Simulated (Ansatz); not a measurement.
# Lattice dynamics of TlSe4Cl (built on the sites of a database entry of TlClO4)

Task: relax TlSe4Cl (built on the sites of a database entry of TlClO4), then find its harmonic phonons.

Calculated with Ansatz 0.2.0; DFT PBEsol, scalar-relativistic, plane waves, PAW.

The structure was built from a prototype and need not be the compound's stable phase.

## (1) The structure

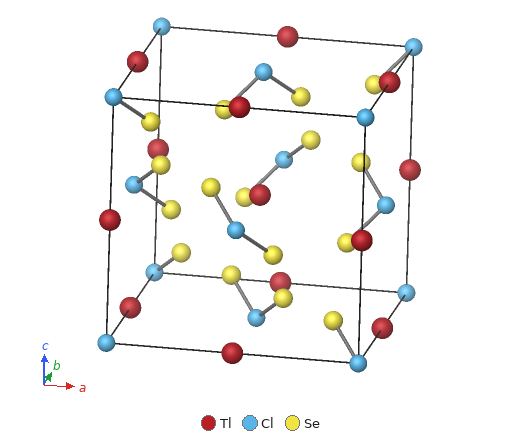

Start, viewed slightly off an axis; thallium red, chlorine blue, selenium yellow. This picture shows the conventional cell, with its axes. Bonds to atoms that aren't drawn are left out. Some periodic images of atoms are drawn too.

As a file:

```cif
data_structure
_symmetry_space_group_name_H-M 'F-43m'
_symmetry_Int_Tables_number 216
_cell_length_a 9.2696
_cell_length_b 9.2696
_cell_length_c 9.2696
_cell_angle_alpha 90.000
_cell_angle_beta 90.000
_cell_angle_gamma 90.000
_cell_volume 796.49
loop_
_atom_site_label
_atom_site_type_symbol
_atom_site_symmetry_multiplicity
_atom_site_Wyckoff_symbol
_atom_site_fract_x
_atom_site_fract_y
_atom_site_fract_z
_atom_site_occupancy
Tl1 Tl 4 b 0.50000 0.00000 0.00000 1
Cl1 Cl 4 a 0.00000 0.00000 0.00000 1
Se1 Se 16 e 0.12700 0.37300 0.62700 1
```

## (2) Coarse relaxation

The start is far from rest, so a relaxation with loose tolerances brings it close first.

Input file input.yaml:

```yaml
crystal:
  lattice:
    - [0.0, 4.63479, 4.63479]
    - [4.63479, 0.0, 4.63479]
    - [4.63479, 4.63479, 0.0]
  atoms:
    - { symbol: Tl, position: [0.5, 0.5, 0.5] }
    - { symbol: Cl, position: [0.0, 0.0, 0.0] }
    - { symbol: Se, position: [0.127, 0.127, 0.127] }
    - { symbol: Se, position: [0.619, 0.127, 0.127] }
    - { symbol: Se, position: [0.127, 0.127, 0.619] }
    - { symbol: Se, position: [0.127, 0.619, 0.127] }
kpoints:
  mp_grid: { grid: [4, 4, 4] }
hamiltonian:
  xc: pbesol
scf:
  occupations: { method: gaussian, width: 0.1 }
output:
  forces: true
  stress: true
  eigenvalues: true
relax:
  adjacent_minimum: "off"
  f_tol: 0.05
  max_steps: 80
  cell: { stress_tol: 0.5 }
```

Run with:

```console
$ ansatz run input.yaml --threads 8 --pin off --max-ram 14336MiB --backend cpu --events-out ev --progress --plain --runs-dir out
```

Numbers of over 12 decimals in the logs are rounded to 6 here.

The log of the run:

```text
The last accepted step is kept in <dir> (removed where the run ends without a failure and the disk answers)
Engine: ansatz 0.2.0, aarch64-unknown-linux-gnu
Pseudopotentials: kind: paw
Pseudopotential: Tl, paw, valence charge 13, recommended cutoff 420 eV (normal), Tl.paw.azcp
Pseudopotential: Cl, paw, valence charge 7, recommended cutoff 420 eV (normal), Cl.paw.azcp
[...]
- [0, 4.851174, 4.851174]
    - [4.851174, 0, 4.851174]
    - [4.851174, 4.851174, 0]
  atoms:
    - { symbol: Tl, position: [0.5, 0.5, 0.5] }
    - { symbol: Cl, position: [9.668979564568735e-19, -3.4309282325889277e-19, -3.4309282325889354e-19] }
    - { symbol: Se, position: [0.151153, 0.151153, 0.151153] }
    - { symbol: Se, position: [0.546542, 0.151153, 0.151153] }
    - { symbol: Se, position: [0.151153, 0.151153, 0.546542] }
    - { symbol: Se, position: [0.151153, 0.546542, 0.151153] }
[key lines of the parts left out:]
SCF converged after 7 iterations
Free energy (F): -34050.373987 eV
Fermi energy:    4.056638 eV
P = ⅓ Tr σ = 0.0340 GPa (0.340 kbar)
```

Elapsed: 7.2 s, on 8 threads of Arm Neoverse V2, shared host; peak memory 0.73 GiB.

Step by step:

```tsv
step	energy less that of the first step (eV)	largest force component (eV/Å)	pressure (GPa)	volume (Å³)
1	0.0000	2.6429	7.78	199.12
2	-2.7685	1.5696	3.61	200.48
3	-3.6372	0.4798	4.70	199.77
4	-3.9626	0.2601	0.61	219.81
5	-4.0053	0.0976	0.21	225.24
6	-4.0123	0.0020	0.04	228.33
7*	-4.0141	0.0021	0.03	228.33
```

Relaxation steps marked * repeat the geometry before them on a plane-wave basis chosen anew for their cell, so energy and pressure can jump there.

Forces are held to the 24 operations that the run works with; a distortion that breaks them can't arise in this run.

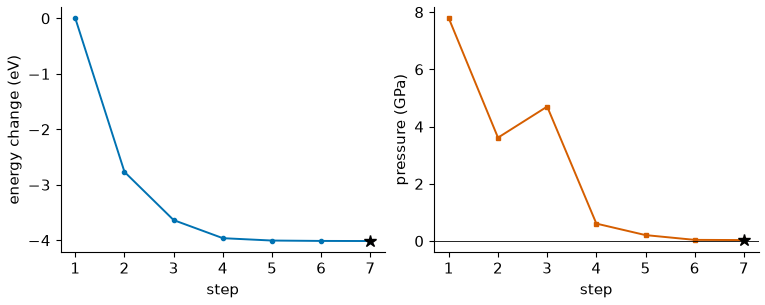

Energy and pressure along the relaxation. Stars mark steps on a basis chosen anew.

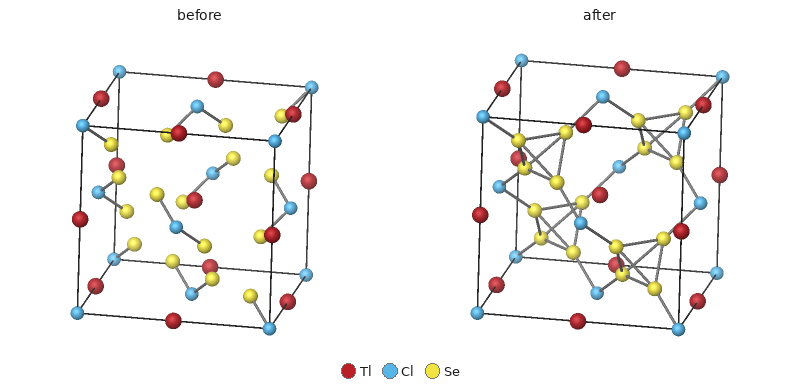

The structure before and after the relaxation, drawn at the same scale. Bonds to atoms that aren't drawn are left out.

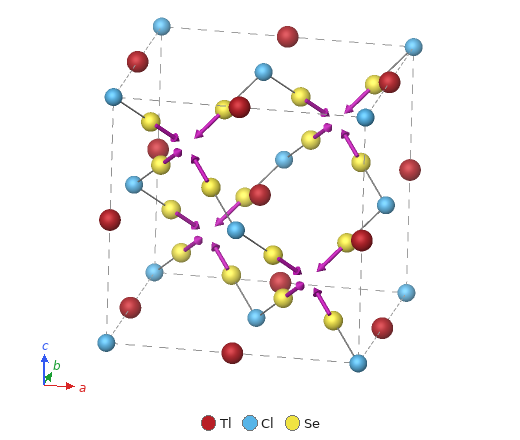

Displacements in the relaxation, exaggerated, measured against the changing cell; the longest in the cell stands for 0.41 Å. Bonds to atoms that aren't drawn are left out. Some periodic images of atoms are drawn too.

```tsv
conventional cell, symmetrised	before	after	change
a (Å)	9.270	9.702	+4.7 %
b (Å)	9.270	9.702	+4.7 %
c (Å)	9.270	9.702	+4.7 %
volume (Å³/atom)	33.19	38.06	+14.7 %
```

The atoms that moved most (Å, as changes of fractional coordinates times the final cell):

```tsv
atom	dx	dy	dz	length
Se5	-0.234	-0.234	0.234	0.406
Se3	0.234	0.234	0.234	0.406
Se6	-0.234	0.234	-0.234	0.406
Se4	0.234	-0.234	-0.234	0.406
```

Final coordinates:

```cif
data_structure
_symmetry_space_group_name_H-M 'P 1'
_symmetry_Int_Tables_number 1
_cell_length_a 6.8606
_cell_length_b 6.8606
_cell_length_c 6.8606
_cell_angle_alpha 60.000
_cell_angle_beta 60.000
_cell_angle_gamma 60.000
_cell_volume 228.33
loop_
_atom_site_label
_atom_site_type_symbol
_atom_site_fract_x
_atom_site_fract_y
_atom_site_fract_z
_atom_site_occupancy
Tl1 Tl 0.50000 0.50000 0.50000 1
Cl2 Cl 0.00000 0.00000 0.00000 1
Se3 Se 0.15115 0.15115 0.15115 1
Se4 Se 0.54654 0.15115 0.15115 1
Se5 Se 0.15115 0.15115 0.54654 1
Se6 Se 0.15115 0.54654 0.15115 1
```

Numbers from this step:

```
pressure          : 0.03401 GPa
volume per atom   : 38.06 Å³
gap on the k-mesh : 0 eV
```

In this step the volume went from 33.19 to 38.06 Å³/atom.

## (3) Bringing the structure to rest

The cell and atoms are relaxed, since residual forces and stress would shift the frequencies.

Input file input.yaml:

```yaml
crystal:
  lattice:
    - [0.0, 4.8511738779, 4.8511738779]
    - [4.8511738779, 0.0, 4.8511738779]
    - [4.8511738779, 4.8511738779, 0.0]
  atoms:
    - { symbol: Tl, position: [0.5, 0.5, 0.5] }
    - { symbol: Cl, position: [0.0, 0.0, 0.0] }
    - { symbol: Se, position: [0.1511525553, 0.1511525553, 0.1511525553] }
    - { symbol: Se, position: [0.546542334, 0.1511525553, 0.1511525553] }
    - { symbol: Se, position: [0.1511525553, 0.1511525553, 0.546542334] }
    - { symbol: Se, position: [0.1511525553, 0.546542334, 0.1511525553] }
kpoints:
  mp_grid: { grid: [6, 6, 6] }
hamiltonian:
  xc: pbesol
scf:
  occupations: { method: gaussian, width: 0.1 }
output:
  forces: true
  stress: true
  eigenvalues: true
relax:
  adjacent_minimum: "off"
  f_tol: 0.005
  max_steps: 80
  cell: { stress_tol: 0.05 }
```

The log of the run:

```text
[...]
Crystal: 6 atoms, lattice volume = 228.334 Å³
Basis set: ecut = 420 eV, 4477 PW (Γ), exchange–correlation on 96×96×96 points (8 copies of the dense FFT grid, shifted against one another)
Bands: 51, of which v1, the nominal top of the filled ones, is band 42 counted from 1 (41 counted from 0)
Symmetry: 24 space group operations
[...]
k-points: 16 of 216 (time reversal used)
[...]
cell:  # Å, volume = 228.6846 Å³
    - [0, 4.853656, 4.853656]
    - [4.853656, 0, 4.853656]
    - [4.853656, 4.853656, 0]
  atoms:
    - { symbol: Tl, position: [0.5, 0.5, 0.5] }
[...]
- { symbol: Se, position: [0.151100, 0.151100, 0.151100] }
    - { symbol: Se, position: [0.546700, 0.151100, 0.151100] }
    - { symbol: Se, position: [0.151100, 0.151100, 0.546700] }
    - { symbol: Se, position: [0.151100, 0.546700, 0.151100] }
[key lines of the parts left out:]
SCF converged after 4 iterations
Free energy (F): -34050.368630 eV
Fermi energy:    4.046698 eV
P = ⅓ Tr σ = 0.0045 GPa (0.045 kbar)
```

Wall time 7.2 s (8 threads); peak memory 0.87 GiB.

Little changed from the start: no atom moved by 0.005 Å and no cell edge by 0.1 %.

This step gave:

* pressure: 0.004540 GPa
* volume per atom: 38.11 Å³

In this step the volume went from 38.06 to 38.11 Å³/atom.

## (4) Tight relaxation

Phonons need a cell at rest on their own settings, so the relaxation is repeated with tight tolerances on forces and stress, using the mesh and the filling of the phonon run that follows.

Input file input.yaml:

```yaml
crystal:
  lattice:
    - [0.0, 4.8536555668, 4.8536555668]
    - [4.8536555668, 0.0, 4.8536555668]
    - [4.8536555668, 4.8536555668, 0.0]
  atoms:
    - { symbol: Tl, position: [0.5, 0.5, 0.5] }
    - { symbol: Cl, position: [0.0, 0.0, 0.0] }
    - { symbol: Se, position: [0.1511000798, 0.1511000798, 0.1511000798] }
    - { symbol: Se, position: [0.5466997607, 0.1511000798, 0.1511000798] }
    - { symbol: Se, position: [0.1511000798, 0.1511000798, 0.5466997607] }
    - { symbol: Se, position: [0.1511000798, 0.5466997607, 0.1511000798] }
kpoints:
  mp_grid: { grid: [6, 6, 6] }
hamiltonian:
  xc: pbesol
scf:
  occupations: { method: methfessel_paxton, width: 0.2 }
output:
  forces: true
  stress: true
  eigenvalues: true
relax:
  adjacent_minimum: "off"
  f_tol: 0.001
  max_steps: 60
  cell: { stress_tol: 0.01 }
```

The log of the run:

```text
[...]
Crystal: 6 atoms, lattice volume = 228.685 Å³
Basis set: ecut = 420 eV, 4477 PW (Γ), exchange–correlation on 96×96×96 points (8 copies of the dense FFT grid, shifted against one another)
Bands: 51, of which v1, the nominal top of the filled ones, is band 42 counted from 1 (41 counted from 0)
Symmetry: 24 space group operations
[...]
k-points: 16 of 216 (time reversal used)
[...]
cell:  # Å, volume = 228.5806 Å³
    - [0, 4.852920, 4.852920]
    - [4.852920, 0, 4.852920]
    - [4.852920, 4.852920, 0]
  atoms:
    - { symbol: Tl, position: [0.5, 0.5, 0.5] }
    - { symbol: Cl, position: [0, 0, 0] }
    - { symbol: Se, position: [0.151086, 0.151086, 0.151086] }
    - { symbol: Se, position: [0.546743, 0.151086, 0.151086] }
    - { symbol: Se, position: [0.151086, 0.151086, 0.546743] }
    - { symbol: Se, position: [0.151086, 0.546743, 0.151086] }
[key lines of the parts left out:]
SCF converged after 6 iterations
Free energy (F): -34050.350806 eV
Fermi energy:    4.040423 eV
P = ⅓ Tr σ = -0.0074 GPa (-0.074 kbar)
```

It took 5.9 s on 8 threads; peak memory 0.88 GiB.

Little changed from the start: no atom moved by 0.005 Å and no cell edge by 0.1 %.

This step gave:

```
pressure        : -0.007372 GPa
volume per atom : 38.10 Å³
```

The largest force component left is 0.86 meV/Å and the pressure is -0.007 GPa, within the tolerances set. The cell now holds 38.10 Å³/atom.

## (5) Zone-centre response

The zone centre comes first: it holds the modes that light can see, as far as symmetry allows. No field response is asked, since the mesh shows no gap.

Input file input.yaml:

```yaml
crystal:
  lattice:
    - [0.0, 4.8529202603, 4.8529202603]
    - [4.8529202603, 0.0, 4.8529202603]
    - [4.8529202603, 4.8529202603, 0.0]
  atoms:
    - { symbol: Tl, position: [0.5, 0.5, 0.5] }
    - { symbol: Cl, position: [0.0, 0.0, 0.0] }
    - { symbol: Se, position: [0.1510856002, 0.1510856002, 0.1510856002] }
    - { symbol: Se, position: [0.5467431995, 0.1510856002, 0.1510856002] }
    - { symbol: Se, position: [0.1510856002, 0.1510856002, 0.5467431995] }
    - { symbol: Se, position: [0.1510856002, 0.5467431995, 0.1510856002] }
kpoints:
  mp_grid: { grid: [6, 6, 6] }
hamiltonian:
  xc: pbesol
scf:
  occupations: { method: methfessel_paxton, width: 0.2 }
output:
  eigenvalues: true
phonons:
  method: dfpt
```

The log of the run:

```text
[...]
Crystal: 6 atoms, lattice volume = 228.581 Å³
Basis set: ecut = 420 eV, 4477 PW (Γ), exchange–correlation on 96×96×96 points (8 copies of the dense FFT grid, shifted against one another)
Bands: 51, of which v1, the nominal top of the filled ones, is band 42 counted from 1 (41 counted from 0)
Symmetry: 24 space group operations
k-points: 68 of 216 (irreducible under 2 space group operations, time reversal used)
[...]
SCF iter   1: F=—  HF=-34050.364803 eV  |F-HF|=—  |Δ(HF+E_count)|=         —  Δρ=4.67e-3  dr2=9.41e-2  ethr=1.77e-3  ⟨swp⟩=7.4  Hψ=13501  notcnv=0
[...]
SCF iter  11: F=-34050.350806 eV  HF=-34050.350806 eV  |F-HF|=0.00e0  |Δ(HF+E_count)|=  7.28e-12  S|Δr|=    0.00e0  Δρ=3.92e-8  dr2=7.54e-12  ethr=1.00e-12  ⟨swp⟩=10.8  Hψ=18128  notcnv=0
SCF 1 converged in 11 iterations: F = -34050.350806 eV  dr2 = 7.54e-12
[...]
DFPT response loops at Γ: preconditioner auto → none (partly filled bands, converged f_vac=0.258); β = 0.50; Broyden in place of MSR1
SCF converged after 11 iterations
[...]
Free energy (F): -34050.350806 eV
[...]
Internal energy: -34050.343381 eV  (E = F + TS)
E sigma→0 (E₀):  -34050.348950 eV
Entropy (-TS):   -0.007425 eV (-1.238 meV/atom)
Fermi energy:    4.040424 eV
[...]
--- Band table (eV; the first three rows and the last of 68) ---
  k-point 0: bands = [... 38 lower, 1.6157, 1.6157, 4.3607, 4.3607, 4.3607, 5.0797, 5.0797, 5.0797, ... 5 higher]
  k-point 1: bands = [... 38 lower, 1.5637, 1.6512, 4.1362, 4.1362, 4.3640, 5.0155, 5.2170, 5.2170, ... 5 higher]
  k-point 2: bands = [... 38 lower, 1.3816, 1.5379, 3.8994, 3.8994, 4.3705, 4.9620, 5.3175, 5.3175, ... 5 higher]
  k-point 67: bands = [... 38 lower, 1.2198, 1.2927, 3.8328, 3.8328, 4.3737, 4.9789, 5.3366, 5.3366, ... 5 higher]
--- Phonons (Γ-DFPT): 3 representative perturbations + reference, on 68 of 216 k-points (Σ response iterations 9) ---
  k mesh reduced under 2 symmetry operations, with k and −k counted as one. Each operation leaves every solved perturbation unchanged. A smaller set is not used because it would not reduce the number of displacements times k-points to solve
  ASR residual: 3.118e-5 → 0.000e0 eV/Å²; symmetrization residual: 3.930e-6 eV/Å²
  ASR residual per site (eV/Å²): 1.15e-5 3.05e-5 3.12e-5 3.12e-5 3.12e-5 3.12e-5
  Γ frequencies (cm⁻¹): -125.27 -125.27 -125.27 -116.86 -116.86 -33.75 -33.75 -33.75 -13.31 -13.31 -13.31 0.00 0.00 0.00 149.66 149.66 149.66 234.78
  non-analytic LO–TO correction: not included (Born effective charges unavailable; polar crystals: no LO–TO splitting at Γ)
```

Run time: 44 s. Hardware: 8 threads; peak memory 2.8 GiB.

Reading the cycles: dr2 is the Hartree energy of the density residual (eV), the measure of convergence; HF is the Harris–Foulkes estimate of the energy, which meets the free energy F at convergence.

Numbers from this step:

```yaml
sum_rule_residual_before_enforcement: 3.12e-5 eV/Å²
point_group: -43m
highest_optical_mode_at_the_zone_centre_no_lo_to_term: 234.8 cm⁻¹
lowest_optical_zone_centre_mode: -125.3 cm⁻¹
```

Patterns of degenerate modes are one choice out of their space. The modes at Γ (shares of kinetic energy by element, %) (negative means imaginary):

```tsv
mode	frequency (cm⁻¹)	symmetry	Tl %	Cl %	Se %
1	-125.3	T2	3	0	97
2	-125.3	T2	3	0	97
3	-125.3	T2	3	0	97
4	-116.9	E	0	0	100
5	-116.9	E	0	0	100
6	-33.8	T2	61	2	37
7	-33.8	T2	61	2	37
8	-33.8	T2	61	2	37
9	-13.3	T1	0	0	100
10	-13.3	T1	0	0	100
11	-13.3	T1	0	0	100
12	0.0	acoustic	37	6	57
13	0.0	acoustic	37	6	57
14	0.0	acoustic	37	6	57
15	149.7	T2	0	91	9
16	149.7	T2	0	91	9
17	149.7	T2	0	91	9
18	234.8	A1	0	0	100
```

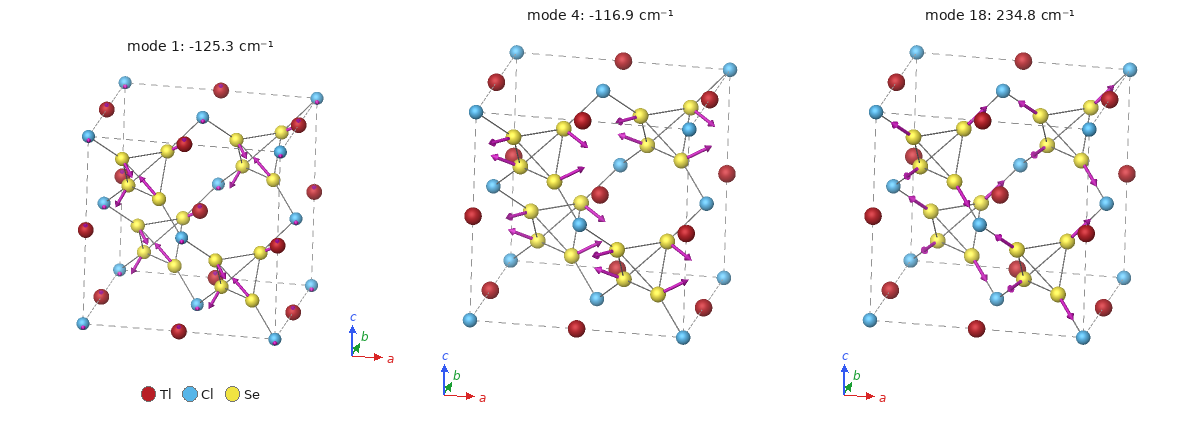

Displacement patterns of modes 1, 4 and 18 at Γ; arrows are exaggerated. Bonds to atoms that aren't drawn are left out. Some periodic images of atoms are drawn too.

Before it was imposed, the acoustic sum rule was missed by 3.1e-5 eV/Å². Small misses are needed for a sound result but don't prove that mesh and cutoff are converged. The lowest optical mode is imaginary, 125.3i cm⁻¹, so the energy falls along it.

(Part 1 of 2 ends here.)

[Logs are printed without paths, hosts, clocks, repeated set-up lines and the standing remarks that a program may print on its own settings, such as how far it seeks lower states.]

[Hosts, paths, dates, database ids (printed as entryN), source tags and the programs' standing remarks are cut or masked in the printed files.]
